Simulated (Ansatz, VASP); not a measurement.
# Cross-check of CoSi2 between VASP and Ansatz

Aim: how closely do two programs agree when they are given the same cell, functional and k mesh? The cell comes out of the VASP series on this material, whose earlier steps may have relaxed, scaled or displaced it; both programs get it as it stands.

Program: Ansatz 0.2.0. Level of theory: plane waves, with VASP 6.6.1 beside it; relaxation of cell and atoms at r2SCAN with rVV10. Results are calculated unless marked as measured.

### 1. The starting structure

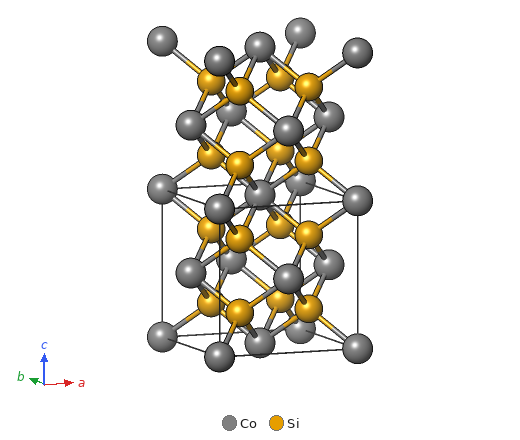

Start, viewed slightly off an axis; cobalt grey, silicon orange. 1×1×2 cells are drawn. This picture shows the conventional cell, with its axes. Some periodic images of atoms are drawn too.

### 2. Ansatz: relaxation of cell and atoms, r2SCAN with rVV10

Ansatz runs on its default PAW (the set named soft_2) files.

The relaxed volume is the usual yardstick between codes: its relative difference is about their pressure difference at one cell divided by the bulk modulus.

The input, input.yaml:

```yaml
crystal:
  lattice:
    - [0.0, 2.6536910071, 2.6536910071]
    - [2.6536910071, 0.0, 2.6536910071]
    - [2.6536910071, 2.6536910071, 0.0]
  atoms:
    - { symbol: Co, position: [0.0, 0.0, 0.0] }
    - { symbol: Si, position: [0.75, 0.75, 0.75] }
    - { symbol: Si, position: [0.25, 0.25, 0.25] }
hamiltonian:
  xc: r2scan
  pseudopotentials: { kind: paw }
  dispersion: rvv10
magnetization:
  spin_polarized: true
kpoints:
  mp_grid: { grid: [12, 12, 12] }
scf:
  occupations: { method: gaussian, width: 0.05 }
relax:
  f_tol: 0.01
  max_steps: 60
  cell: { stress_tol: 0.05 }
output:
  forces: true
  stress: true
  write_density: true
  write_potential: true
  elf: true
  volumetric_format: npy
```

The run is started by

```sh
ansatz run input.yaml --threads 4 --pin off --max-ram 9216MiB --backend cpu --events-out ev --progress --plain --runs-dir out
```

Numbers of over 12 decimals in the logs are rounded to 6 here.

What it wrote:

```text
band count auto-derived: 18 (N_el = 25.0; filled up to band 13; 17 by the electrons, moments and atoms)
Engine: ansatz 0.2.0, aarch64-unknown-linux-gnu
Pseudopotentials: kind: paw
Pseudopotential: Co, paw, valence charge 17, recommended cutoff 500 eV (meta_gga), Co.paw.azcp
Pseudopotential: Si, paw, valence charge 4, recommended cutoff 500 eV (meta_gga), Si.paw.azcp
Functional definition: r2SCAN+rVV10
  parameter k0 = 0.174
  parameter k1 = 0.065
  parameter a1 = 4.9479
  exchange = r2scan_x(k0 = k0, k1 = k1, a1 = a1)
  correlation = r2scan_c + rvv10(11.95, 0.0093)
Crystal: 3 atoms, lattice volume = 37.375 Å³
Basis set: ecut = 500 eV, 941 PW (Γ), exchange–correlation on 128×128×128 points (64 copies of the dense FFT grid, shifted against one another)
Bands: 18, of which v1, the nominal top of the filled ones, is band 13 counted from 1 (12 counted from 0)
Symmetry: 48 space group operations
Space group: Fm-3m (ITA 225), of the structure as read, at distance tolerance 3.3e-5 Å
k-points: 72 of 1728
Non-local potential: Co, projectors of the file, l = 0: 3, l = 1: 2, l = 2: 3, l = 3: 1
Non-local potential: Si, projectors of the file, l = 0: 2, l = 1: 2, l = 2: 2
PAW form: soft (Blöchl's): semilocal exchange-correlation on the pseudo side does not see the compensation charge
rVV10 density: all electrons in the spheres
PAW frozen core: Co, regenerated for the run's functional (the file was generated under x = pbe(κ = 0.804, μ = 0.219515), c = pbe(β = 0.066725))
PAW frozen core: Si, regenerated for the run's functional (the file was generated under x = pbe(κ = 0.804, μ = 0.219515), c = pbe(β = 0.066725))
PAW one-centre angular grid: Co, 590 points (default); XC on 160 Gauss nodes
PAW one-centre angular grid: Si, 302 points (default); XC on 160 Gauss nodes
Initial density: superposition of atomic densities (chi_scale 0.1, normalization cell, long waves kept (reshape's long-wave potential 0.00 eV rms))
Initial wavefunctions: pseudopotential atomic-orbital guess
Functional: x = r2scan, c = r2scan + rvv10(b = 11.95, C = 0.0093); τ floored in thin density (d = 2e-4 eV/Å³)
SCF iter   1: F=—  HF=-6410.150053 eV  |F-HF|=—  |Δ(HF+E_count)|=         —  Δρ=7.45e-2 (↑7.45e-2 ↓7.45e-2)  dr2=9.12e0  dr2_τ=4.18e-2  dr2_m=0.00e0  M=0.000 μB ∫|m|=0.000 μB  β_m=0.30  ethr=3.10e-3  ⟨swp⟩=6.2  Hψ=7051  notcnv=0
preconditioner: auto → none  [insulator: Δε(μ)=0.091 eV  Ē_g=10.250 eV  σ=0.050 eV  W_gap=0.77  n_scr=14 (ndim 8)  ℏωp=25.0 eV  f_vac=0.000  D(μ)=0.70/eV (n_scr^D=0)  ε∞_Penn≈7.0]
SCF iter   2: F=—  HF=-6411.005865 eV  |F-HF|=—  |Δ(HF+E_count)|=   8.56e-1  Δρ=1.40e-1 (↑1.40e-1 ↓1.40e-1)  dr2=1.87e1  dr2_τ=3.58e-2  dr2_m=0.00e0  M=0.000 μB ∫|m|=0.000 μB  β_m=0.16  ethr=3.10e-3  ⟨swp⟩=3.0  Hψ=3381  notcnv=0  defer=99
preconditioner: auto → Kerker (q_TF=auto, 2.551 Å⁻¹)  [metal: Δε(μ)=0.017 eV  Ē_g=9.441 eV  σ=0.050 eV  W_gap=0.19  n_scr=14 (ndim 8)  ℏωp=25.0 eV  f_vac=0.000  D(μ)=1.26/eV (n_scr^D=14)]
spin=Collinear: Kerker preconditioning applied to the charge; magnetization (m = ρ↑ − ρ↓) channel mixes plain (no charge-response kernel on spin).
SCF iter   3: F=—  HF=-6409.263705 eV  |F-HF|=—  |Δ(HF+E_count)|=    1.74e0  Δρ=4.27e-2 (↑4.27e-2 ↓4.27e-2)  dr2=1.42e0  dr2_τ=6.76e-2  dr2_m=0.00e0  M=0.000 μB ∫|m|=0.000 μB  β_m=0.25  ethr=3.10e-3  ⟨swp⟩=3.3  Hψ=3075  notcnv=0  defer=94
SCF iter   4: F=—  HF=-6408.169032 eV  |F-HF|=—  |Δ(HF+E_count)|=    1.09e0  Δρ=6.57e-2 (↑3.50e-2 ↓6.57e-2)  dr2=3.57e-1  dr2_τ=1.55e-2  dr2_m=8.24e-1  M=1.213 μB ∫|m|=1.213 μB  ethr=3.10e-3  ⟨swp⟩=3.0  Hψ=2980  notcnv=0  defer=94
Mixer restart at iter 4: flushing history
SCF iter   5: F=—  HF=-6408.961241 eV  |F-HF|=—  |Δ(HF+E_count)|=         —  Δρ=4.45e-2 (↑4.45e-2 ↓2.12e-2)  dr2=2.65e-1  dr2_τ=8.82e-3  dr2_m=3.18e-1  M=0.264 μB ∫|m|=0.298 μB  β_m=0.54  ethr=1.43e-3  ⟨swp⟩=3.6  Hψ=6358  notcnv=0  defer=150
SCF iter   6: F=—  HF=-6409.088281 eV  |F-HF|=—  |Δ(HF+E_count)|=   1.27e-1  Δρ=3.95e-2 (↑8.63e-3 ↓3.95e-2)  dr2=4.28e-1  dr2_τ=4.25e-3  dr2_m=1.55e-1  M=0.142 μB ∫|m|=0.169 μB  β_m=0.64  ethr=1.06e-3  ⟨swp⟩=2.4  Hψ=4918  notcnv=0  defer=193
SCF iter   7: F=—  HF=-6409.218502 eV  |F-HF|=—  |Δ(HF+E_count)|=   1.30e-1  Δρ=4.57e-2 (↑4.57e-2 ↓2.78e-2)  dr2=1.24e0  dr2_τ=3.07e-3  dr2_m=3.25e-2  M=0.128 μB ∫|m|=0.153 μB  β_m=0.36  ethr=1.06e-3  ⟨swp⟩=2.8  Hψ=5554  notcnv=0  defer=192
SCF iter   8: F=—  HF=-6409.093857 eV  |F-HF|=—  |Δ(HF+E_count)|=   1.25e-1  Δρ=6.35e-3 (↑2.83e-3 ↓6.35e-3)  dr2=1.24e-2  dr2_τ=3.81e-4  dr2_m=6.25e-3  M=0.041 μB ∫|m|=0.073 μB  β_m=0.65  ethr=1.06e-3  ⟨swp⟩=2.5  Hψ=5102  notcnv=0  defer=190
SCF iter   9: F=—  HF=-6409.094157 eV  |F-HF|=—  |Δ(HF+E_count)|=   2.99e-4  Δρ=2.57e-3 (↑2.57e-3 ↓9.64e-4)  dr2=1.26e-3  dr2_τ=2.53e-5  dr2_m=9.08e-4  M=0.019 μB ∫|m|=0.031 μB  β_m=0.76  ethr=4.97e-5  ⟨swp⟩=2.2  Hψ=3860  notcnv=0  defer=193
SCF iter  10: F=—  HF=-6409.094770 eV  |F-HF|=—  |Δ(HF+E_count)|=   6.13e-4  Δρ=1.72e-3 (↑1.72e-3 ↓8.63e-4)  dr2=1.77e-3  dr2_τ=4.58e-6  dr2_m=6.89e-5  M=0.003 μB ∫|m|=0.012 μB  β_m=0.88  ethr=5.05e-6  ⟨swp⟩=1.9  Hψ=3239  notcnv=0  defer=193
Mixer restart at iter 10: flushing history
[...]
rVV10 density: all electrons in the spheres
Initial density: read from a saved state, or passed on in memory by an earlier SCF of this step, an earlier step, the calling program or the single point that the run made first
Stability of the state it starts from, as read at its close in the collinear treatment: not read negative (Ritz values of 1 − χ₀K, real part plus size of imaginary part, from 0.86 to 3.8, by its mixing steps under the symmetry group of the SCF that read it); nothing settles its magnetic order
iter 1 solved again at ethr=7.90e-7 eV; its pass at ethr=3.10e-3 eV (dr2=1.97e-4 eV) is discarded
SCF iter   1: F=—  HF=-6409.094705 eV  |F-HF|=—  |Δ(HF+E_count)|=         —  Δρ=3.07e-6 (↑3.07e-6 ↓3.07e-6)  dr2=9.96e-9  dr2_τ=2.21e-11  dr2_m=0.00e0  M=0.000 μB ∫|m|=0.000 μB  β_m=0.30  ethr=7.90e-7  ⟨swp⟩=3.0  Hψ=10065  notcnv=0
eigensolver tolerance schedule: the retry pair's looser diagonalisation over-reported the residual by 19829.65 of it (diagonalisation noise at an unbounded share of the residual, at the tolerance the schedule requests for it); recorded, not acted on — ethr = c·dr2/N_el stays at c = 1.0e-1
preconditioner: auto → Kerker (q_TF=auto, 2.551 Å⁻¹)  [metal: Δε(μ)=0.030 eV  Ē_g=9.606 eV  σ=0.050 eV  W_gap=0.33  n_scr=14 (ndim 8)  ℏωp=25.0 eV  f_vac=0.000  D(μ)=1.31/eV (n_scr^D=14)]
spin=Collinear: Kerker preconditioning applied to the charge; magnetization (m = ρ↑ − ρ↓) channel mixes plain (no charge-response kernel on spin).
SCF iter   2: F=—  HF=-6409.094706 eV  |F-HF|=—  |Δ(HF+E_count)|=   1.62e-6  Δρ=1.25e-6 (↑1.25e-6 ↓1.25e-6)  dr2=2.41e-9  dr2_τ=3.59e-11  dr2_m=0.00e0  M=0.000 μB ∫|m|=0.000 μB  β_m=0.30  ethr=3.98e-11  ⟨swp⟩=8.8  Hψ=7269  notcnv=0
SCF iter   3: F=-6409.094706 eV  HF=-6409.094706 eV  |F-HF|=2.04e-10  |Δ(HF+E_count)|=  1.32e-10  Δρ=1.03e-6 (↑1.03e-6 ↓1.03e-6)  dr2=1.70e-9  dr2_τ=6.37e-12  dr2_m=0.00e0  M=0.000 μB ∫|m|=0.000 μB  ethr=9.64e-12  ⟨swp⟩=5.1  Hψ=5962  notcnv=0
SCF 2 converged in 3 iterations: F = -6409.094706 eV  dr2 = 1.70e-9
relax step   1: F+E_penalty+E_count = -6409.09470629 eV  Δ(F+E_penalty+E_count) = +0.000e0 eV  max|allowed force component| = 2.159e-17 eV/Å  Δτ_max = 0.0000 Å  P = -0.081 GPa  Ω = 37.375 Å³  (3 SCF iters, dr2 threshold 1.00e-7 eV, accepted)
[...]
relax step   2: F+E_penalty+E_count = -6409.09471217 eV  Δ(F+E_penalty+E_count) = -5.878e-6 eV  max|allowed force component| = 2.544e-16 eV/Å  Δτ_max = 0.0000 Å  P = -0.034 GPa  Ω = 37.366 Å³  energy of the carried Pulay correction = +2.662e-6 eV  (5 SCF iters, dr2 threshold 1.66e-8 eV, accepted)
[...]
relax step   3: F+E_penalty+E_count = -6409.09471006 eV  Δ(F+E_penalty+E_count) = +2.110e-6 eV  max|allowed force component| = 2.328e-16 eV/Å  Δτ_max = 0.0000 Å  P = -0.034 GPa  Ω = 37.366 Å³  stress off target by 3.37e-2 GPa  SCF on the basis re-selected at this cell (its energy is not comparable with the rows above)  (6 SCF iters)
basis re-selected at this cell: Δ(F+E_penalty+E_count) = +2.110e-6 eV, ΔP = +0.000 GPa vs the last step (what re-selecting the basis moved, of the pressure what is left beyond the Pulay correction that the steps carried, after the strain that the cell walked since its last selection, with what the two solves' SCF thresholds leave and, on support functions, any second-order correction that the steps lacked; it is no m [...]
SCF converged after 6 iterations
Magnetization: 0.0000 μB (12.5000 up, 12.5000 down)
Absolute magnetization: 0.0000 μB (∫|ρ↑−ρ↓|)
Spin contamination: 0.0000 ħ² per cell (⟨S²⟩ above its minimum at these occupations)
Per-site moments (μB) at R_I (Å): [(0.0, 0.947917), (0.0, 0.947917), (0.0, 0.947917)]
Free energy (F): -6409.094710 eV
Harris-Foulkes:  -6409.094710 eV  (|F-HF|=8.19e-12)
Internal energy: -6409.093073 eV  (E = F + TS)
E sigma→0 (E₀):  -6409.093891 eV
Entropy (-TS):   -0.001637 eV (-0.546 meV/atom)
Fermi energy:    13.204975 eV
--- Per-component energies (eV) ---
  E_band       = -299.387725
  E_kinetic    = 550.865705
  E_local      = -4068.270866  (includes V_loc(G=0)·N_el)
  E_nonlocal   = 501.499169
  E_hartree    = 1775.555955
  E_xc         = -264.384571
  E_vxc        = -338.330493  (∫ρ·V_xc dr)
  E_paw        = -2563.998721  (= ΣΔE_a)
  E_vpaw       = -515.944170  (= ΣTr[D̂ρ^β])
  E_aug_tail   = 0.000043  (compensation charges beyond the density's cutoff)
  E_vtau       = 19.681231  (kinetic-family band-sum trace: ∫τ·v_τ [+ j·A + Jᵃ·Aᵃ] dr)
  E_ewald      = -2339.911714
  E_core_change = -0.448072  (= ΣΔE_core)
  E_smearing   = -0.001637  (= −TS)
  E_closure    = 0.000000  (closes the sum)
  Σ components = -6409.094710   (vs F -6409.094710, Δ=0.00e0)
--- Forces (eV/Å), atoms counted from 1 ---
  atom   1  Co    -0.00000000     0.00000000    -0.00000000
  atom   2  Si    -0.00000000    -0.00000000    -0.00000000
  atom   3  Si     0.00000000     0.00000000     0.00000000
  max |Σ_I F_I| component: 3.70e-17 eV/Å
--- Stress (GPa, compression-positive) ---
       -0.033701      -0.000000      -0.000000
       -0.000000      -0.033701      -0.000000
        0.000000      -0.000000      -0.033701
  P = ⅓ Tr σ = -0.0337 GPa (-0.337 kbar)
--- Band table (eV; the first three rows and the last of 144) ---
  k-point 0 ↑: bands = [... 9 lower, 11.1201, 14.7732, 16.7945, 16.7945, 16.7945, 17.0016, 17.0016, 17.0016, ... 1 higher]
  k-point 1 ↑: bands = [... 9 lower, 11.0863, 14.6781, 15.5138, 16.0896, 16.0896, 17.7390, 17.7390, 18.5682, ... 1 higher]
  k-point 2 ↑: bands = [... 9 lower, 11.0132, 13.4925, 15.3051, 15.3051, 15.6764, 17.9426, 17.9426, 18.8509, ... 1 higher]
  k-point 71 ↓: bands = [... 9 lower, 10.7897, 11.1966, 11.6311, 12.4677, 17.2887, 17.2887, 19.4624, 20.3347, ... 1 higher]
--- Relaxed structure (2 steps of the walk, 2 accepted, 1 SCFs on fresh bases) ---
  F+E_penalty+E_count = -6409.09471006 eV   max|allowed force component| = 2.328e-16 eV/Å   (the final SCF, on the basis selected at the relaxed cell)
  cell:  # Å, volume = 37.3660 Å³
    - [0, 2.653479, 2.653479]
    - [2.653479, 0, 2.653479]
    - [2.653479, 2.653479, 0]
  atoms:
    - { symbol: Co, position: [0, 0, 0] }
    - { symbol: Si, position: [0.750000, 0.750000, 0.750000] }
    - { symbol: Si, position: [0.250000, 0.250000, 0.250000] }
```

The job ended after 10 s (4 threads of Arm Neoverse V2, shared host; peak memory 0.59 GiB).

(Continued in part 2 of 2.)

[Lines on the potential files, build, host, timing and source positions are cut from VASP's logs without a mark.]

[Logs are printed without paths, hosts, clocks, repeated set-up lines and the standing remarks that a program may print on its own settings, such as how far it seeks lower states.]

[Hosts, paths, dates, database ids (printed as entryN), source tags and the programs' standing remarks are cut or masked in the printed files.]
